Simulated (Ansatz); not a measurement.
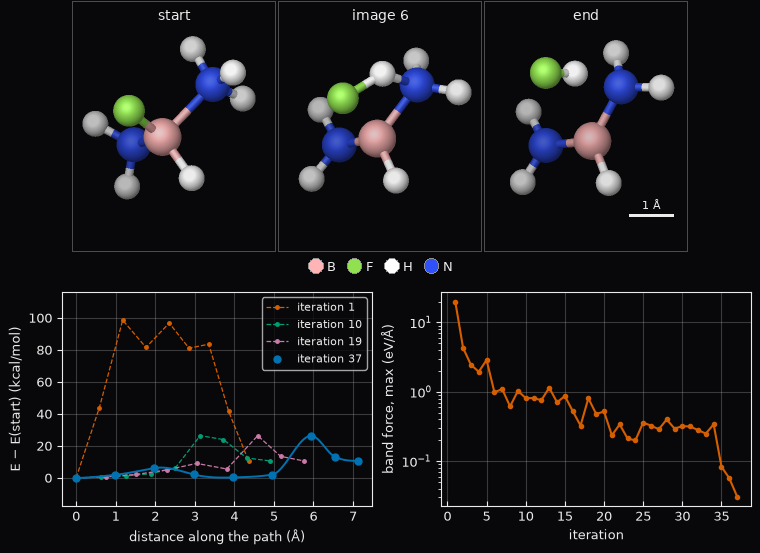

A search for the minimum-energy path of BN₂H₆F by the nudged elastic band. Images are numbered from 0 (start) to 8 (end). The plot follows the band through its iterations. A ball-and-stick model, seen from a free direction.

Theory: RKS r2SCANh-D4/def2-SVP in Ansatz. Settings: 7 movable images; climbing image; force threshold 0.05 eV/Å; iteration limit 60; starting path through a guess of the saddle point.

Question: Did the band converge, and can the barrier be trusted?

Answer: The run is converged, with reservations. The band converged in 37 iterations. The largest component of the band force went from 20 to 0.031 eV/Å. The climbing image converged on the top of the path. Its vibrational analysis gives one imaginary mode (893i cm⁻¹), as a transition state must have. The first iteration put the highest image at 98.6 kcal/mol. The energy climbs by 26.4 kcal/mol to image 6 and then falls by 15.7 kcal/mol, so the end point sits at +10.6 kcal/mol. The profile has 2 maxima (images 2, 6) with a dip at image 4 (+0.3 kcal/mol), so the process runs in steps.

Cost: 10 min on 2 threads of Arm Neoverse V1, with other jobs on the host, peak memory 0.18 GiB.
